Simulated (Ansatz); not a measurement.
**Sn2H6: a spread of methods and bases**

Aim: run Sn2H6 under a spread of inputs, and see what each costs and gives.

Program: Ansatz 0.2.0, Gaussian basis. Level of theory: the settings change from run to run. These are calculated values, not measurements.

2 further runs of the same task are left out: 2 set aside as unsound or not needed.

## (1) The relaxed structure

The geometry comes from an earlier relaxation with PBE0-D4 in a triple-zeta def2 set; it is a stationary point, not always the lowest conformer. Sn takes a core potential in def2 sets; no spin-orbit term is included.

8 atoms, charge 0, spin multiplicity 1.

Atoms are counted from 1 here; the program's logs count them from 0.

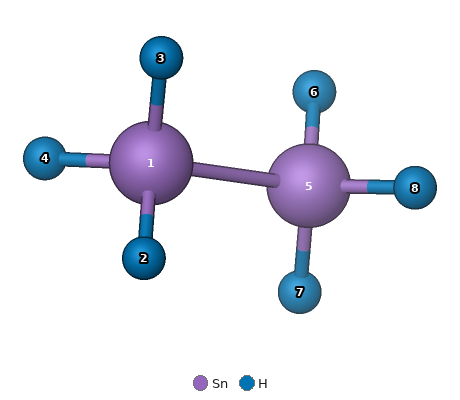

The structure; tin purple, hydrogen blue; atoms are numbered from 1 in the order of the file.

## (2) LC-wPBE/def2-SVPD

Options: charge -1, multiplicity 2.

in.yaml

```yaml
crystal:
  periodic: [false, false, false]
  atoms:
    - {symbol: Sn, position_ang: [-0.862169, 0.805472, -0.719507]}
    - {symbol: H, position_ang: [-2.362339, 0.950455, 0.082273]}
    - {symbol: H, position_ang: [-0.206209, 2.369741, -0.912294]}
    - {symbol: H, position_ang: [-1.146439, 0.150639, -2.270236]}
    - {symbol: Sn, position_ang: [0.862152, -0.805515, 0.719488]}
    - {symbol: H, position_ang: [2.350027, -0.978865, -0.099389]}
    - {symbol: H, position_ang: [0.191014, -2.359287, 0.942529]}
    - {symbol: H, position_ang: [1.173973, -0.132640, 2.257145]}
basis:
  gaussian: {orbitals: def2-SVPD}
total_charge: -1
magnetization: {spin_polarized: true, initial_magnetization: 1}
hamiltonian: {xc: {name: LC-wPBE}}
scf: {omitted_lower_state_checks: [starts]}
```

Run with:

```console
> ansatz run in.yaml --threads 2 --pin off --events-out ev --progress --plain --max-ram 4352MiB
```

What it wrote:

```text
Functional definition: LC-wPBE
  name "LC-wPBE"
  cite "Vydrov & Scuseria, J. Chem. Phys. 125, 234109 (2006) doi:10.1063/1.2409292"
  cite "Heyd & Scuseria, J. Chem. Phys. 120, 7274 (2004) doi:10.1063/1.1668634"
  cite "Ernzerhof & Perdew, J. Chem. Phys. 109, 3313 (1998) doi:10.1063/1.476928"
  cite "Perdew, Burke & Ernzerhof, Phys. Rev. Lett. 77, 3865 (1996) doi:10.1103/PhysRevLett.77.3865"
  parent pbe
  parameter omega = 0.4/bohr
  exchange = pbe_x_sr(omega) + exact_x_lr(omega)
  correlation = pbe_c
these checks for a lower state are left out or cut short: starts
1090 factors; their error is unknown
566 factors; integrals over basis functions are off by at most 1.2e-5 eV
mean field evaluation 1: about -11759.7610 eV, gradient 1.1e1 eV
mean field evaluation 2: about -11760.5765 eV, gradient 6.3e0 eV
mean field evaluation 4: about -11760.8132 eV, gradient 4.1e-1 eV
mean field evaluation 8: about -11760.8117 eV, gradient 1.2e-1 eV
mean field evaluation 16: about -11760.8124 eV, gradient 5.7e-4 eV
mean field -11760.81236139 eV, -432.2018825162 hartree, gradient 2.3e-5 eV, S^2 0.756710; 0 other end points of the search recorded, 0 dependent functions left out
reference -11760.81236140 eV, -432.2018825166 hartree; 26, 25 occupied and 86, 87 virtual orbitals, 1090 factors
Total energy: -11760.81236140 eV, -432.2018825166 hartree
Checks for a lower state left out: starts
```

Run time: 15 s. Hardware: 2 threads of Arm Neoverse N1, shared host.

⟨S²⟩ 0.757.

## (3) revPBE/def2-SVP

Options: atoms shaken by 0.03 Å, D3(BJ) with three-body dispersion.

in.yaml

```yaml
crystal:
  periodic: [false, false, false]
  atoms:
    - {symbol: Sn, position_ang: [-0.886687, 0.797693, -0.734005]}
    - {symbol: H, position_ang: [-2.372573, 0.948494, 0.040089]}
    - {symbol: H, position_ang: [-0.089286, 2.381057, -0.890785]}
    - {symbol: H, position_ang: [-1.101639, 0.188360, -2.281538]}
    - {symbol: Sn, position_ang: [0.919130, -0.791617, 0.750194]}
    - {symbol: H, position_ang: [2.343291, -0.952317, -0.082021]}
    - {symbol: H, position_ang: [0.170964, -2.422785, 0.958493]}
    - {symbol: H, position_ang: [1.223140, -0.127401, 2.324529]}
basis:
  gaussian: {orbitals: def2-SVP}
hamiltonian: {xc: {name: revPBE}, dispersion: d3bjatm}
scf: {omitted_lower_state_checks: [starts]}
```

Launched as before.

What it wrote:

```text
Functional definition: revPBE
  name "revPBE"
  cite "Zhang & Yang, Phys. Rev. Lett. 80, 890 (1998) doi:10.1103/PhysRevLett.80.890"
  cite "Perdew, Burke & Ernzerhof, Phys. Rev. Lett. 77, 3865 (1996) doi:10.1103/PhysRevLett.77.3865"
  parameter kappa = 1.245
  parameter beta = 0.06672455060314922
  exchange = pbe_x(kappa = kappa, mu = beta*pi^2/3)
  correlation = pbe_c(beta = beta)
these checks for a lower state are left out or cut short: starts
930 factors; their error is unknown
mean field evaluation 1: about -11760.7786 eV, gradient 1.6e1 eV
mean field evaluation 2: about -11761.2025 eV, gradient 1.3e1 eV
mean field evaluation 4: about -11761.8110 eV, gradient 1.9e-1 eV
mean field evaluation 8: about -11761.8033 eV, gradient 8.0e-2 eV
mean field evaluation 16: about -11761.8034 eV, gradient 8.4e-6 eV
mean field -11761.80335046 eV, -432.2383006927 hartree, gradient 8.4e-6 eV, S^2 0.000000; 0 other end points of the search recorded, 0 dependent functions left out
reference -11761.80341081 eV, -432.2383029107 hartree; 25, 25 occupied and 57, 57 virtual orbitals, 930 factors
Total energy: -11762.11610272 eV, -432.2497941263 hartree
Checks for a lower state left out: starts
```

Run time: 1.6 s. Hardware: 2 threads of Arm Neoverse N1, shared host.

## (4) B2GP-PLYP/def2-mTZVP

in.yaml

```yaml
crystal:
  periodic: [false, false, false]
  atoms:
    - {symbol: Sn, position_ang: [-0.862169, 0.805472, -0.719507]}
    - {symbol: H, position_ang: [-2.362339, 0.950455, 0.082273]}
    - {symbol: H, position_ang: [-0.206209, 2.369741, -0.912294]}
    - {symbol: H, position_ang: [-1.146439, 0.150639, -2.270236]}
    - {symbol: Sn, position_ang: [0.862152, -0.805515, 0.719488]}
    - {symbol: H, position_ang: [2.350027, -0.978865, -0.099389]}
    - {symbol: H, position_ang: [0.191014, -2.359287, 0.942529]}
    - {symbol: H, position_ang: [1.173973, -0.132640, 2.257145]}
basis:
  gaussian: {orbitals: def2-mTZVP}
hamiltonian: {xc: {name: B2GP-PLYP}}
output: {forces: true}
```

Same command.

What it wrote, shortened:

```text
Functional definition: B2GP-PLYP
  name "B2GP-PLYP"
  cite "Karton, Tarnopolsky, Lamère, Schatz & Martin, J. Phys. Chem. A 112, 12868 (2008) doi:10.1021/jp801805p"
  cite "Becke, Phys. Rev. A 38, 3098 (1988) doi:10.1103/PhysRevA.38.3098"
  cite "Lee, Yang & Parr, Phys. Rev. B 37, 785 (1988) doi:10.1103/PhysRevB.37.785"
[...]
1082 factors; integrals over basis functions are off by at most 2.2e-4 eV
[...]
mean field -11737.27499002 eV, -431.3369000725 hartree, gradient 8.1e-6 eV, S^2 0.000000; 0 other end points of the search recorded, 0 dependent functions left out
8 core orbitals not correlated: weight in the atoms' cores, before any rotation towards them, 1.000 or more for the frozen orbitals, at most 0.000 for the correlated occupied ones
reference -11737.27514239 eV, -431.3369056721 hartree; 17, 17 occupied and 65, 65 virtual orbitals, 1082 factors
second order -8.87342834 eV of doubles, -0.00000000 eV of singles
[...]
Total energy: -11740.46957660 eV, -431.4542989639 hartree
Atom 0 at    -0.862169     0.805472    -0.719507 Å, force    -0.046688     0.043630    -0.038955 eV/Å
Atom 1 at    -2.362339     0.950455     0.082273 Å, force    -0.041283     0.003681     0.023235 eV/Å
Atom 2 at    -0.206209     2.369741    -0.912294 Å, force     0.019227     0.043128    -0.005131 eV/Å
Atom 3 at    -1.146439     0.150639    -2.270236 Å, force    -0.007532    -0.019203    -0.042795 eV/Å
Atom 4 at     0.862152    -0.805515     0.719488 Å, force     0.046691    -0.043584     0.038984 eV/Å
Atom 5 at     2.350027    -0.978865    -0.099389 Å, force     0.041166    -0.003963    -0.023382 eV/Å
Atom 6 at     0.191014    -2.359287     0.942529 Å, force    -0.019396    -0.043023     0.005355 eV/Å
Atom 7 at     1.173973    -0.132640     2.257145 Å, force     0.007815     0.019335     0.042689 eV/Å
Dipole moment:    -0.000008    -0.000023    -0.000012 e Å
```

It took 9.5 s on 2 threads of Arm Neoverse N1, shared host.

Largest force 0.075 eV/Å, dipole 0.00 D.

## (5) wB97X/def2-SVPD

Set apart from the defaults: a point charge of 2.00 e beside it.

in.yaml, as its differences from that of step 4:

```diff
@@ -12,4 +12,3 @@
 basis:
-  gaussian: {orbitals: def2-mTZVP}
-hamiltonian: {xc: {name: B2GP-PLYP}}
-output: {forces: true}
+  gaussian: {orbitals: def2-SVPD, point_charges: [{charge: 2.00, position_ang: [6.995, -0.843, -0.193]}]}
+hamiltonian: {xc: {name: wB97X}}
```

The command is unchanged.

What it wrote, shortened:

```text
Functional definition: wB97X
  name "wB97X"
  cite "Chai & Head-Gordon, J. Chem. Phys. 128, 084106 (2008) doi:10.1063/1.2834918"
  cite "Becke, J. Chem. Phys. 107, 8554 (1997) doi:10.1063/1.475007"
[...]
  # The coefficients of nought are those of the uniform gas.
[...]
      + exact_x_lr(omega)
[...]
      + integral(e_c_pw_opposite_spin*poly(b97_u_opposite, 1, cos1, cos2, cos3, cos4))
1148 factors; their error is unknown
459 factors; integrals over basis functions are off by at most 5.0e-6 eV
[...]
mean field -11762.17982600 eV, -432.2521359137 hartree, gradient 2.7e-5 eV, S^2 0.000000; 0 other end points of the search recorded, 0 dependent functions left out
reference -11762.17978191 eV, -432.2521342933 hartree; 25, 25 occupied and 87, 87 virtual orbitals, 1148 factors
Total energy: -11762.17978191 eV, -432.2521342933 hartree
```

Wall time 8.5 s (2 threads of Arm Neoverse N1, shared host).

## (6) The runs in one table

| level | charge | multiplicity | geometry | functions | energy (eV) | time |
| --- | --- | --- | --- | --- | --- | --- |
| LC-wPBE/def2-SVPD | -1 | 2 | relaxed | 112 | -11760.812 | 15 s |
| revPBE/def2-SVP | 0 | 1 | shaken | 82 | -11762.116 | 1.6 s |
| B2GP-PLYP/def2-mTZVP | 0 | 1 | relaxed | 90 | -11740.470 | 9.5 s |
| wB97X/def2-SVPD | 0 | 1 | relaxed, point charge | 112 | -11762.180 | 8.5 s |

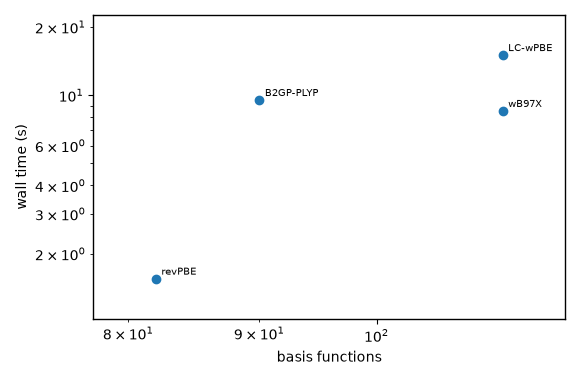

Wall time against the number of basis functions (shared host).

## (7) What came out

```
quantity                    value
    runs                        4
quickest   revPBE/def2-SVP, 1.6 s
 slowest  LC-wPBE/def2-SVPD, 15 s
```

In words: The runs differ in state or geometry as well as level, so their energies can't be set against each other. Run time spans a factor of 10, from revPBE/def2-SVP to LC-wPBE/def2-SVPD. The jobs differ in tasks and options as well as level. At the PBE0-D4/def2-TZVP geometry and in the same state, runs without warnings or point charges leave forces up to 0.07 eV/Å (B2GP-PLYP/def2-mTZVP).
